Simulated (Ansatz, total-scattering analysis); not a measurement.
## From S(Q) to neighbour shells

The sample: water and urea (24 H2O and 4 urea; N 7.7, C 3.9, O 26.9, H 61.5 atom %) at 320 K, fixed volume (mean pressure 0.7 GPa), ρ₀ = 0.1024 Å⁻³. The data come from ab initio molecular dynamics with Ansatz (revPBE-D3(BJ), plane waves, PAW default files, Langevin thermostat, no spin, fixed volume, H with the mass of D). The average runs over 1.08 ps of 104 atoms, so shells between rare elements are rough. Mean temperature 311 K, largest m.s.d. 0.54 Å², energy drift -4 meV an atom (last third less first, no steady trend), Langevin friction 10 ps⁻¹; the first quarter of the run is discarded. Start: last frame of a classical run of this cell at the same density and temperature. So short a stretch relaxes bonds and nearest shells but still remembers its start. It is a liquid that moves slowly on the time of the run as far as so short a run tells.

S(Q) is the Faber–Ziman total, Σ ci cj fi fj (Sij − 1)/⟨f⟩² + 1. Below 4 Å⁻¹ the partials are summed on the cell's own reciprocal vectors (from 0.62 Å⁻¹) and folded with a Gaussian of σ = 0.14 Å⁻¹; above it they are transforms of g(r) out to 6.8 Å, tapered over the last 40 %. The fold lowers sharp peaks, and with so few vectors their positions are good to about 0.1 Å⁻¹. X-rays take neutral-atom form factors, neutrons coherent lengths (N 9.36, C 6.6472, O 5.8037, H 6.6681 fm). Hydrogen is taken as deuterium. G(r) = 4πrρ₀[g(r) − 1] carries the resolution of a Lorch-windowed transform up to 20 Å⁻¹. The patterns are simulated, not measured. The cell is small: beyond half the box only the part of each shell inside it is counted, and low-Q values rest on few vectors.

```
Q (Å⁻¹)  X-ray  neutron
    0.6  -0.45     0.33
    0.9  -0.55     0.26
    1.2  -0.06     0.61
    1.5   0.23     0.80
    1.8   1.64     1.53
    2.1   1.75     1.71
    2.4   1.37     1.51
    2.7   1.17     0.99
    3.0   1.17     0.76
    3.3   0.85     0.81
    3.6   0.64     0.89
    3.9   0.63     0.90
    4.2   0.70     0.84
    4.5   0.86     0.76
    4.8   1.01     0.73
    5.1   1.14     0.77
    5.4   1.16     0.84
    5.7   1.07     0.92
    6.0   1.00     1.00
    6.3   1.00     1.06
    6.6   1.05     1.07
    6.9   1.09     1.05
    7.2   1.10     1.05
    7.5   1.02     1.08
    7.8   0.90     1.12
    8.1   0.83     1.16
    8.4   0.86     1.16
    8.7   0.94     1.13
    9.0   1.01     1.07
    9.3   1.05     1.02
    9.6   1.06     0.98
    9.9   1.04     0.95
   10.2   1.01     0.93
   10.5   1.00     0.90
   10.8   1.01     0.88
   11.1   1.03     0.88
   11.4   1.06     0.90
   11.7   1.08     0.93
   12.0   1.05     0.95
```

G(r):

```
r (Å)  X-ray  neutron
  0.6  -0.34    -0.79
  0.7  -0.26    -1.04
  0.8  -0.13    -0.06
  0.9  -0.15     2.10
  1.0  -0.36     3.18
  1.1  -0.21     1.85
  1.2   0.66    -0.28
  1.3   1.36    -1.08
  1.4   0.75    -0.72
  1.5  -0.72    -0.43
  1.6  -1.80    -0.49
  1.7  -2.00    -0.67
  1.8  -1.83    -0.93
  1.9  -1.92    -1.10
  2.0  -2.17    -1.00
  2.1  -1.96    -0.79
  2.2  -1.16    -0.60
  2.3  -0.74    -0.42
  2.4  -1.28    -0.43
  2.5  -1.65    -0.64
  2.6  -0.63    -0.85
  2.7   0.99    -0.90
  2.8   1.64    -0.84
  2.9   1.18    -0.64
  3.0   0.44    -0.20
  3.1  -0.03     0.33
  3.2  -0.20     0.73
  3.3  -0.18     0.87
  3.4  -0.01     0.81
  3.5   0.25     0.73
  3.6   0.56     0.70
  3.7   0.81     0.70
  3.8   0.84     0.70
  3.9   0.71     0.67
  4.0   0.56     0.55
  4.1   0.48     0.35
  4.2   0.46     0.15
  4.3   0.49     0.02
  4.4   0.52    -0.07
  4.5   0.48    -0.15
  4.6   0.34    -0.23
  4.7   0.18    -0.30
  4.8   0.08    -0.31
  4.9   0.02    -0.27
  5.0  -0.11    -0.25
  5.1  -0.26    -0.24
  5.2  -0.30    -0.19
  5.3  -0.33    -0.11
  5.4  -0.54    -0.09
  5.5  -0.85    -0.10
  5.6  -0.98    -0.09
  5.7  -0.86    -0.03
  5.8  -0.64     0.06
  5.9  -0.38     0.15
  6.0  -0.03     0.23
```

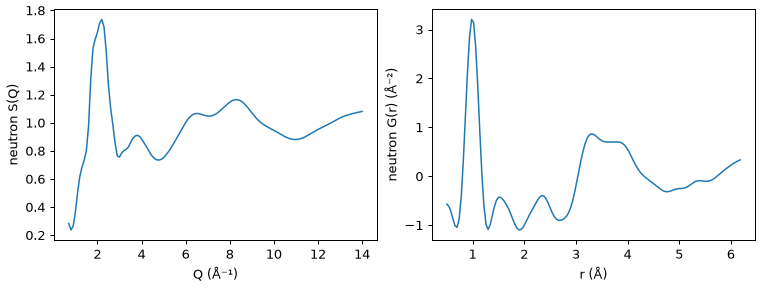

**Question.** Which pairs make the maxima of G(r) below 4.5 Å, and what can the data say of the number of neighbours?

Each pair enters with the weight ci cj fi fj (2 − δij)/⟨f⟩², taking f = Z for X-rays at Q = 0: H–H 0.03 / 0.38; O–O 0.37 / 0.06; O–H 0.21 / 0.29; N–O 0.19 / 0.05; N–H 0.05 / 0.13; C–O 0.08 / 0.02; C–H 0.02 / 0.05; N–N 0.02 / 0.01 (X-ray / neutron).

| radiation | maximum (Å) | G (Å⁻²) | pairs that make it (share of the curvature of G, each pair at the same resolution) |
| --- | --- | --- | --- |
| X-ray | 0.84 | -0.10 | O–H or a ripple of the cut in Q |
| X-ray | 1.31 | 1.36 | N–C 58 %, C–O 42 % |
| X-ray | 1.82 | -1.81 | a ripple of the cut in Q |
| X-ray | 2.29 | -0.73 | N–O 72 %, N–N 27 % |
| X-ray | 2.80 | 1.66 | O–O 93 % |
| X-ray | 3.76 | 0.85 | C–O 30 %, O–O 29 %, N–O 23 %, N–C 12 % |
| neutron | 0.99 | 3.23 | O–H 67 %, N–H 33 % |
| neutron | 1.52 | -0.42 | H–H 83 % |
| neutron | 2.35 | -0.39 | H–H 42 %, N–O 29 %, N–N 28 % |
| neutron | 3.31 | 0.87 | O–H 59 %, N–H 37 % |

The first shell (O–H, 0.98 Å) shares its range with N–H (1.02 Å) and C–O (1.25 Å), so its area is a weighted sum. The maxima can be assigned, but 2 totals can't separate 10 partials, so the counts below come from the model itself.

From the coordinates:

| pair | first peak (Å) | g there | first minimum (Å) | g there | neighbours | kind |
| --- | --- | --- | --- | --- | --- | --- |
| O–H | 0.98 | 24.8 | 1.26 | 0.00 | 1.7 H per O, 0.8 O per H | within molecules |
| N–H | 1.02 | 27.9 | 1.32 | 0.00 | 2.0 H per N, 0.2 N per H | within molecules |
| C–O | 1.25 | 20.6 | 1.60 | 0.00 | 1.0 O per C, 0.1 C per O | within molecules |
| N–C | 1.37 | 105.6 | 1.76 | 0.00 | 1.0 C per N, 2.0 N per C | within molecules |
| H–H | 1.56 | 2.6 | 1.90 | 0.22 | 1.0 | within molecules |
| C–H | 2.05 | 7.3 | 2.32 | 0.36 | 4.1 H per C, 0.3 C per H | within molecules |
| N–O | 2.30 | 4.6 | 2.54 | 0.04 | 1.0 O per N, 0.3 N per O | within molecules |
| N–N | 2.33 | 16.8 | 2.64 | 0.00 | 1.0 | within molecules |
| O–O | 2.75 | 3.2 | 3.26 | 0.71 | 3.4 | between molecules |

Distances within molecules give the sharpest pair functions, and with hydrogen they rule the neutron S(Q) at high Q: O–H 0.98 Å, N–H 1.02 Å, C–O 1.25 Å, N–C 1.37 Å, H–H 1.56 Å and C–H 2.05 Å (first peaks only). On the last frame 84 % of the H on O, N or F point at an acceptor of another molecule or at an anion within hydrogen-bond range (2.35 Å to O, N, F; 2.85 Å to Cl, Br, I).

[Logs are printed without paths, hosts, clocks, repeated set-up lines and the standing remarks that a program may print on its own settings, such as how far it seeks lower states.]
